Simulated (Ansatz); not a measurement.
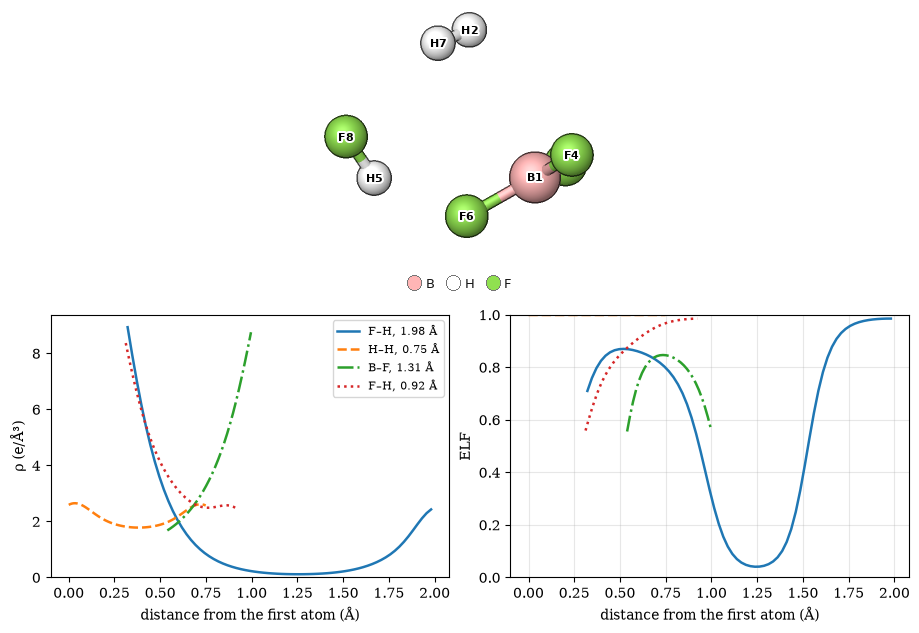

The picture shows: BF3···H2···HF. Total electron density and electron localisation function along straight lines between neighbouring atoms. The curves leave out the atomic cores. The structure is drawn too.

The product side of a reaction path; geometry: PBE0-D4/def2-TZVP.

Level of theory: Ansatz 0.2.0, RKS PBE0-D4/def2-TZVPP.

```tsv
atom	x (Å)	y (Å)	z (Å)
B	-0.7894	-0.3646	-0.9741
H	-0.8245	1.1721	1.2964
F	-2.0386	-0.5865	-0.6614
F	-0.4492	0.6505	-1.7228
H	1.7960	-0.6638	0.3868
F	0.1427	-1.2075	-0.5582
H	-0.0858	1.0529	1.3222
F	2.2487	-0.0531	0.9111
```

Q: What can be read from the curves?

A: F6···H5 (1.98 Å): the density falls to about 0.12 e/Å³ on the way; the ELF dips to about 0.05 between them: by its geometry a hydrogen bond between the two molecules, with no shared pair.
H–H (0.75 Å): the density is about 1.8 e/Å³ at the midpoint; the ELF is about 1 at the midpoint.
B–F (1.31 Å): ρ at the midpoint is about 2.3 e/Å³; the ELF peaks at about 0.85 between the atoms: a polar covalent bond.
F–H (0.92 Å): ρ is about 4.7 e/Å³ halfway; the ELF climbs to about 1 towards the hydrogen, as it does in any bond to H (a covalent bond by its length).
